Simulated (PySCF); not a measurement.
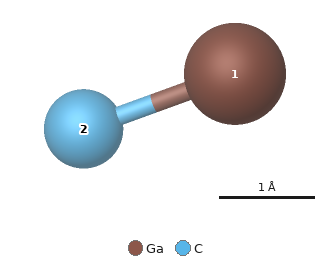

The structure as given in the input (ball-and-stick view, seen at an oblique angle; atoms are numbered from 1 in the order of the input). Sticks mark near contacts.

# Run report: CGa, single-point calculation

System: CGa, multiplicity 4.
Method: UHF/6-31g (PySCF 2.14.0).

Some settings of this run were made unusual or wrong on purpose.

Output
```
WARN: HOMO -0.0631822473384672 >= LUMO -0.21774769284877

converged SCF energy = -1961.84786547385  <S^2> = 3.7630757  2S+1 = 4.0065325
Dipole moment(X, Y, Z, Debye): -0.00000, -0.00000, 31.76225
orbital energies (hartree): [array([-0.4576, -0.3478, -0.3478, -0.0054, -0.0054,  0.0464]), array([-1.24  , -0.7379, -0.5779, -0.0355, -0.0077, -0.0077])]
```

The run was set up as follows.

Input
```python
from pyscf import gto, scf

mol = gto.M(
    atom='Ga 0 0 0; C 0 0 1.724',
    basis='6-31g',
    charge=0,
    spin=3,
    verbose=3,
)
mf = scf.UHF(mol)
field = 0.2  # electric field along z, atomic units
h = mf.get_hcore() + field*mol.intor('int1e_r')[2]
mf.get_hcore = lambda *args: h
e_nuc = mol.energy_nuc() - field*mol.atom_charges() @ mol.atom_coords()[:, 2]
mf.energy_nuc = lambda *args: e_nuc
mf.kernel()
mf.dip_moment()
print('orbital energies (hartree):', [e[max(0, n-3):n+3].round(4) for e, n in zip(mf.mo_energy, mol.nelec)])
```

Run as:
```bash
OMP_NUM_THREADS=1 python input.py
```

Outcome

| quantity | value |
| --- | --- |
| outcome | converged |
| SCF energy | −1961.847865 hartree |
| ⟨S²⟩ | 3.763 |
| dipole moment | 31.76 D |
| hardware | 1 CPU thread, shared host |
| wall time | 0.85 s |

Diagnosis

Some settings of this run were drawn to be unusual or wrong. It converged; results that depend on the unusual settings are not reference values.
